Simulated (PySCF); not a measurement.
## Electronic structure of C₂H₁₃NSi₃ (charge +1, doublet) in real space

```xyz
19

C    -2.7361    0.7607    0.4477
N    -2.1542   -0.5274    0.7593
Si   -1.4092   -1.6175   -0.3074
Si    0.9607   -0.8707   -0.8167
C     1.3501    0.3787    0.5287
Si    3.1423    1.1438    0.4454
H    -3.7654    0.8020    0.8069
H    -2.1778    1.5681    0.9255
H    -2.7378    0.9174   -0.6273
H    -2.1631   -0.7089    1.7538
H    -2.0356   -1.5367   -1.6191
H    -1.2737   -2.8860    0.3877
H     0.8649   -0.3241   -2.1700
H     1.7053   -2.1274   -0.7726
H     1.2383   -0.0747    1.5142
H     0.6446    1.2094    0.4883
H     3.2502    1.7874   -0.8604
H     3.2151    2.0879    1.5559
H     4.0716    0.0270    0.5828
```

Geometry: GFN2-xTB.

The calculation used UKS B3LYP, pcH-1 on C H N Si, non-relativistic, mean-field spin-orbit, GIAO in PySCF.

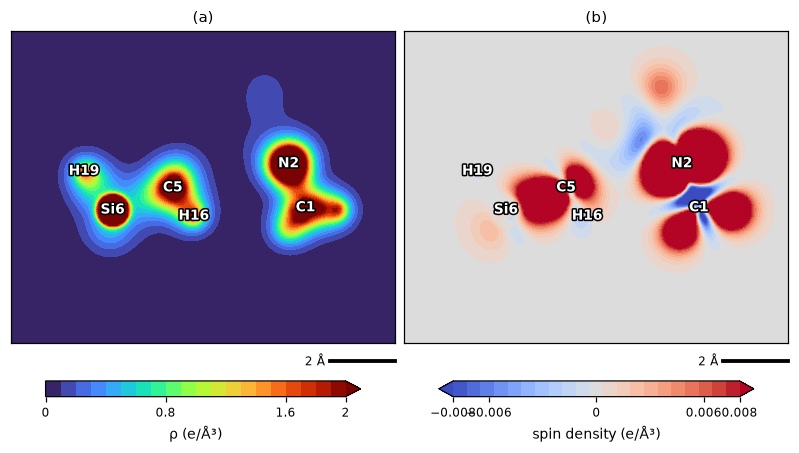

Figure 1. (a) total electron density; (b) spin density (α minus β) on the plane of atoms C5, Si6 and H19.

Q: What do the fields say about this system?

A:
- The plane passes through C, N, Si and H nuclei.
- C–N (1.45 Å): ρ at the midpoint is about 1.8 e/Å³.
- C–Si (1.95 Å): ρ at the midpoint is about 0.76 e/Å³.
- C–H (1.09 Å): ρ at the midpoint is about 1.7 e/Å³.
- Si–H (1.46 Å): ρ at the midpoint is about 0.78 e/Å³.
- The unpaired spin (1 electron) lies mostly on N2 (about 0.3) and Si4 (about 0.2), in electrons by Hirshfeld's partition.

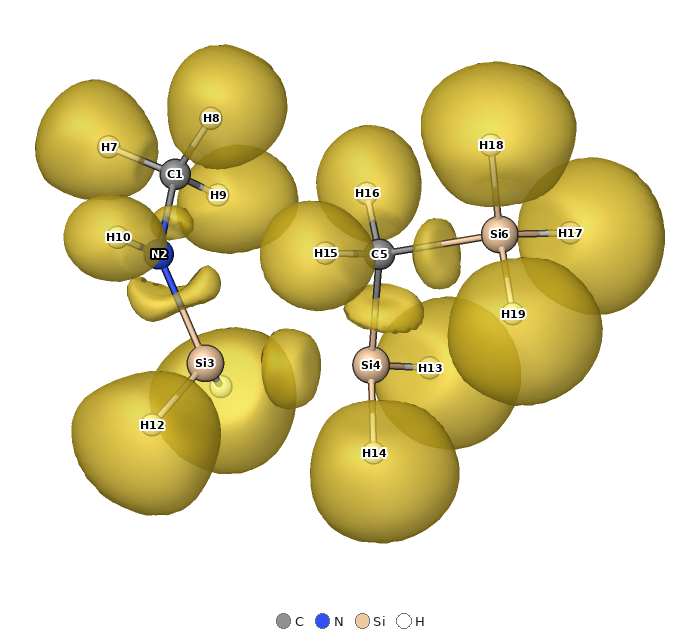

Figure 2. Isosurface of the electron localisation function at 0.85 (yellow), seen at a tilt. Only the valence region is drawn (cores and ρ < 0.01 e/Å³ removed).

Q: What do the ELF domains correspond to?

A: The ELF exceeds this value in one region between bonded C–N atoms (shared pairs), two regions between bonded C–Si atoms (shared pairs), one region between bonded N–Si atoms (shared pairs), 13 regions around hydrogen nuclei and one region wrapped around Si (its valence shell). Along the contacts the grid gives the following. C–N (1.45 Å): the ELF peaks at about 0.90 between the atoms: localised, covalent bonding. Si–N (1.70 Å): the ELF peaks at about 0.90 between the atoms; a shared but strongly polarised pair.
